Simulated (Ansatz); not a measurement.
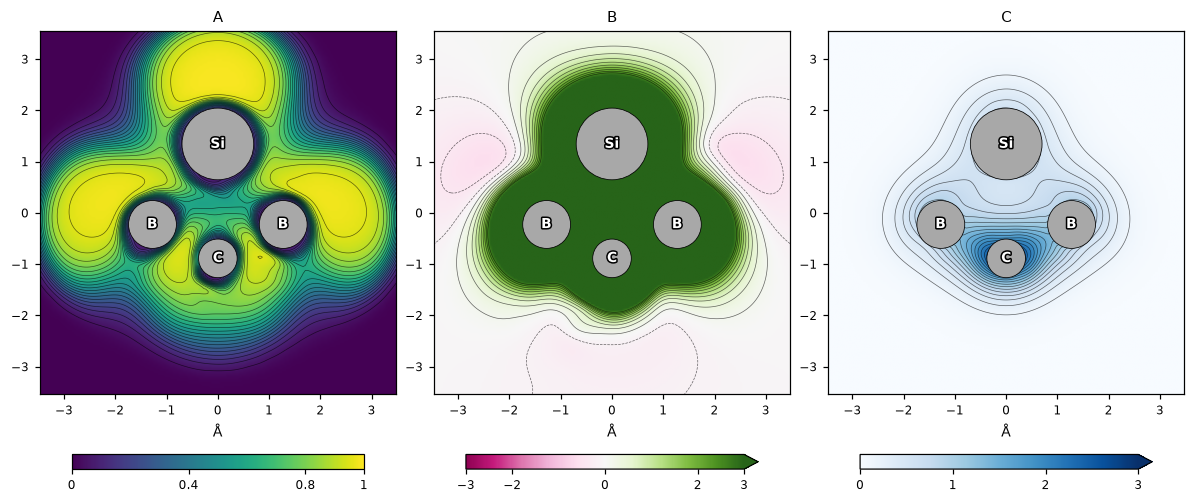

CB$_{2}$Si: 3 fields on the molecular plane, with unlabelled colour scales. Grey discs cover the atomic cores.

Geometry: r2SCAN-D4/def2-SVP.

These are results of isolated molecule in a Gaussian basis; Kohn-Sham density functional theory, functional PBE0 (Ansatz 0.2.0), not measurements.

Question: Match the panels to the quantities (electron density, electron localisation function and electrostatic potential).

Answer: Panel A: electron localisation function. Panel B: electrostatic potential (strongly positive close to the atoms, with negative regions outside electron-rich atoms). Panel C: electron density. From the grid: C–B (1.44 Å): ρ is about 1.6 e/Å³ halfway; the ELF peaks at about 0.90 between the atoms, as expected for a covalent bond. Si–B (2.02 Å): ρ is about 0.6 e/Å³ halfway; the ELF peaks at about 0.75 between the atoms, as expected for localised, covalent bonding.
